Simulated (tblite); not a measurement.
# C5H11B2GeN: the cost of one run

Computed with tblite 0.8.0 and PySCF 2.14.0, with density-fitted response routines of our own, on a single molecule in the gas phase. Atoms are numbered from 0 throughout.

## 1. Starting geometry

20 atoms, charge 0, multiplicity 1; geometry from: force field or distance geometry start.

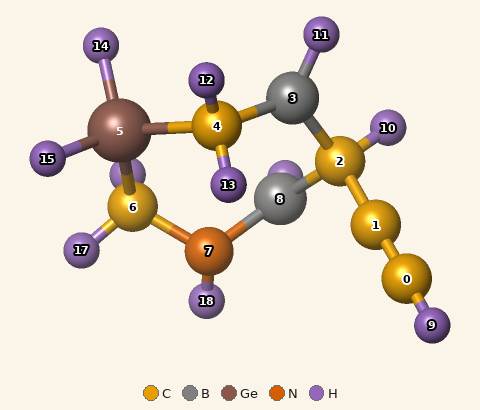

The starting geometry (carbon amber, boron grey, germanium brown, nitrogen orange, hydrogen purple), atoms numbered; sticks join atoms by distance.

## 2. Relaxing the molecule with GFN2-xTB

What the job is given:

```
{"job": {"kind": "relax", "xc": "GFN2-xTB", "basis": "xTB"}, "charge": 0, "multiplicity": 1}
C      3.065500    -0.239200     1.504000
C      2.332000    -0.407200     0.543400
C      1.471300    -0.628500    -0.601300
B      0.926800     0.783200    -1.169100
C      0.004700     1.736800    -0.276200
Ge    -1.845600     1.109300    -0.293600
C     -1.980900    -0.711400     0.400400
N     -0.688000    -1.164300     0.939200
B      0.254200    -1.577300    -0.200900
H      3.683900    -0.083300     2.344400
H      2.046800    -1.120100    -1.408000
H      1.367700     1.183900    -2.173900
H      0.025900     2.760600    -0.707400
H      0.387600     1.780700     0.756000
H     -2.387600     1.150300    -1.739700
H     -2.697900     2.057100     0.602200
H     -2.370400    -1.393400    -0.382200
H     -2.729400    -0.701300     1.226700
H     -0.861600    -2.025200     1.512800
H     -0.010100    -2.500100    -0.879900
```

Command:

```
$ OMP_NUM_THREADS=1 python probes_run.py task.json out
```

One launch serves the whole session: the jobs run in the order shown.

Q: Estimate the wall time of this first job on 1 thread of Arm Neoverse N1, shared host.

About 2.7 s.
